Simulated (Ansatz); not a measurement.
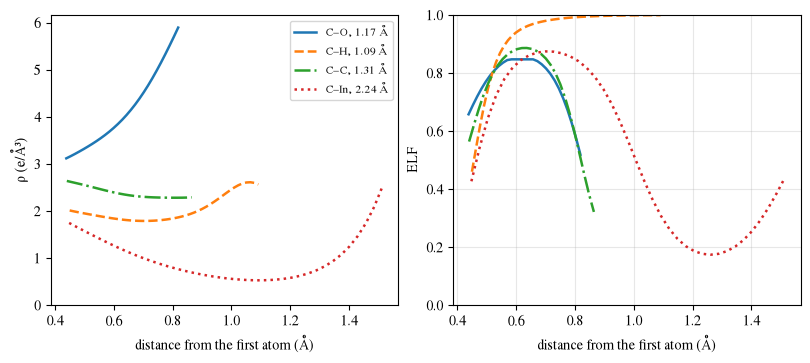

C₂HInO. Electron density and electron localisation function along straight lines between neighbouring atoms. The curves leave out the atomic cores.

Geometry: PBE0-D3(BJ)/def2-SVP; core potentials replace the inner electrons of In.

Method: isolated molecule in a Gaussian basis; Kohn-Sham density functional theory, functional PBE0 in Ansatz.

Input file:

```
crystal:
  periodic: [false, false, false]
  atoms:
    - {symbol: C, position_ang: [-0.231162, 0.209090, -0.744110]}
    - {symbol: C, position_ang: [-0.040965, 0.719583, 0.442174]}
    - {symbol: In, position_ang: [-1.705236, 1.881195, 1.395220]}
    - {symbol: O, position_ang: [-0.519449, -0.197480, -1.802807]}
    - {symbol: H, position_ang: [0.899558, 0.599054, 0.982906]}
basis:
  gaussian:
    orbitals: def2-TZVPD
output: {forces: true, orbitals: {seedname: orbitals}}
hamiltonian:
  xc: {name: PBE0}
```

Command:

```sh
ansatz run input.yaml --threads 1 --pin off --max-ram 2610MiB --events-out events.jsonl --progress --plain --runs-dir runs
```

What can be read from the curves?

Answer. C–O (1.17 Å): ρ is about 3.7 e/Å³ halfway; the ELF peaks at about 0.85 between the atoms; a short, multiple covalent bond.
C–H (1.09 Å): the density is about 1.9 e/Å³ at the midpoint; the ELF climbs to about 1 towards the hydrogen, as it does in any bond to H: a covalent bond by its length.
C–C (1.31 Å): ρ is about 2.3 e/Å³ halfway; the ELF peaks at about 0.90 between the atoms; a multiple bond.
C–In (2.24 Å): ρ at the midpoint is about 0.53 e/Å³; the ELF peaks at about 0.85 in the valence shell of C, 0.7 Å from its nucleus, and drops to about 0.15 between the two atoms.
